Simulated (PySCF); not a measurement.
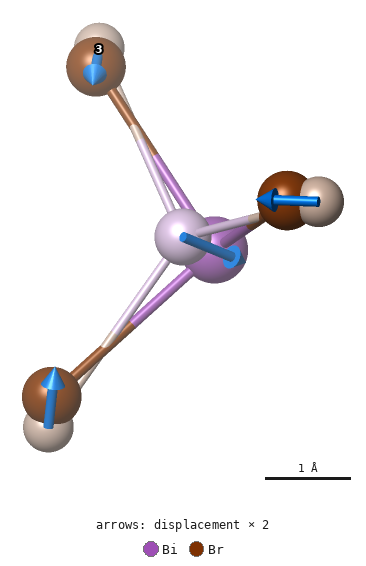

A relaxation of BiBr₃. The starting structure is drawn faded, the final one solid; blue arrows show the displacements, 2 times their true length. The two geometries are superimposed by the best rigid fit.

Style: ball-and-stick. Shown from a free direction.

The start is a saddle point found before, displaced along its imaginary mode.

Method: RKS BP86, Bi def2-SVP with ECP60, Br def2-SVP; non-relativistic Hamiltonian with scalar-relativistic core potentials; density fitting (PySCF 2.14.0).

Input
```
mol = gto.M(atom='''
Bi    -0.00000    -0.00000     0.25000
Br     2.71089     0.00002    -0.22067
Br    -1.35546     2.34769    -0.22067
Br    -1.35543    -2.34771    -0.22067''',
    basis={'Bi': 'def2-SVP', 'Br': 'def2-SVP'},
    ecp={'Bi': 'def2-SVP'},
    charge=0, spin=0)
mf = dft.RKS(mol, xc='B88,P86')
mf.grids.atom_grid = (50, 194)  # f atoms: at least (60, 302), unpruned
mf = mf.density_fit()  # Bi def2-universal-JKFIT, Br def2-universal-JKFIT
mf.conv_tol = 1e-08; mf.max_cycle = 55
mf.kernel(dm0)
# quasi-Newton relaxation in Cartesian coordinates to a largest gradient under 0.00045 Eh/bohr, steps kept in the point group
```

Run as
```bash
OMP_NUM_THREADS=2 python run.py
```

### Describe the change and its energy.

The energy falls by 0.574 eV in 5 geometry steps. Largest force component: 0.57 eV/Å at the start, 0.0029 eV/Å at the end. The largest move after the best rigid fit is that of Bi1, 0.54 Å. Largest moves by element: Bi 0.54 Å, Br 0.39 Å. Among the contacts that change: Bi1–Br2 2.751 → 2.642 Å. Bond angles that change, for instance: Br2–Bi1–Br3 117.1° → 101.3°. The run took 30 s on 2 threads of Intel(R) Xeon(R) Platinum 8488C (Sapphire Rapids) (shared host), peak memory 0.75 GiB.
